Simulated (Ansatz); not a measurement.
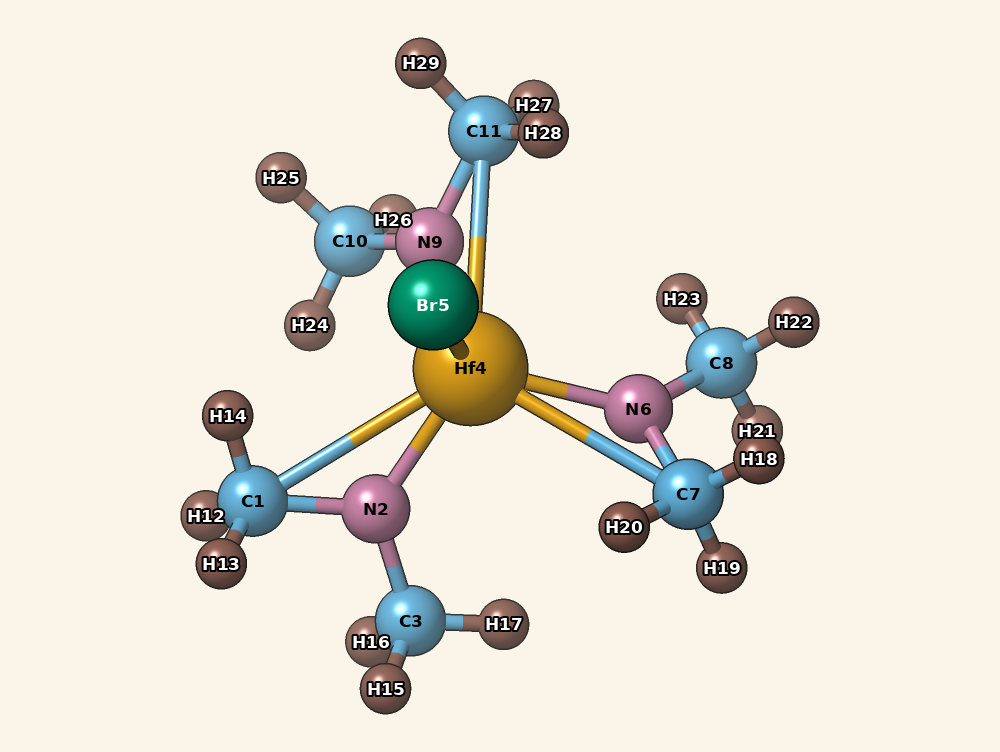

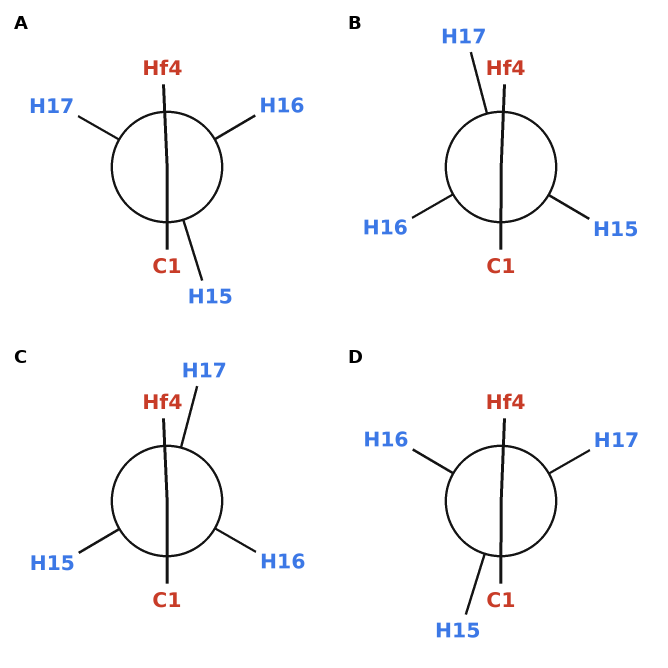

Depth is shown by fading: the farther an atom, the more it takes the colour of the background. Bonds that would overlap in a projection are set slightly apart. Charge 0, singlet. Computed geometry: PBE0-D4/def2-TZVP optimisation. No frequency run is at hand to confirm it as a minimum.

Q: Which Newman projection shows the view along N2–C3, with N2 in front?

A: B. The torsion angle Hf4–N2–C3–H15 is 118°, anticlinal.
